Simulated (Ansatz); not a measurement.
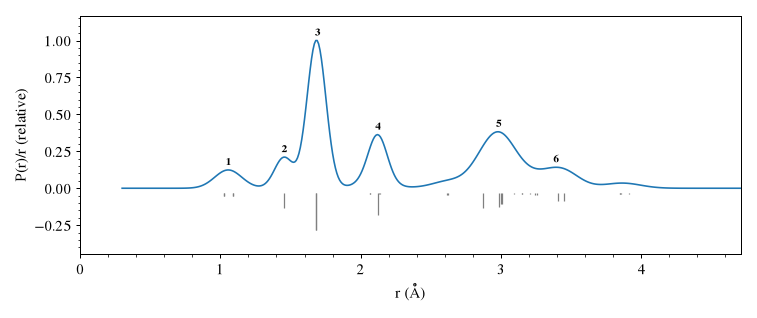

Simulated gas electron diffraction: radial distribution curve of CH₄AlF₂N. Each pair of atoms contributes with weight ZᵢZⱼ/r (bars below the curve); damping constant 0.001 Å²; vibrational amplitudes assumed, not computed: 0.05 Å for bonds, 0.078 Å for bonds to H, 0.06 + 0.015 r up to 0.15 Å for other pairs. The geometry is the end point of an optimisation (Ansatz, UKS BLYP/6-31G*); it may be a saddle point or a higher isomer.

> Which pairs of atoms lie under the numbered peaks? Mark bonded pairs by – and others by ···.

Peak 1, 1.06 Å: N–H 1.03 Å (×2), C–H 1.09 Å (×2), not resolved
Peak 2, 1.46 Å: N–C 1.45 Å
Peak 3, 1.69 Å: Al–F 1.69 Å (×2)
Peak 4, 2.12 Å: C···H 2.06 Å (×2), Al–N 2.12 Å, N···H 2.13–2.14 Å (×2), not resolved
Peak 5, 2.98 Å: F···F 2.87 Å, Al···C 2.99 Å, F···N 3.00–3.01 Å (×2), F···H 3.09–3.21 Å (×4), not resolved; in its flanks Al···H 2.62–3.25 Å
Peak 6, 3.39 Å: F···C 3.41–3.45 Å (×2)
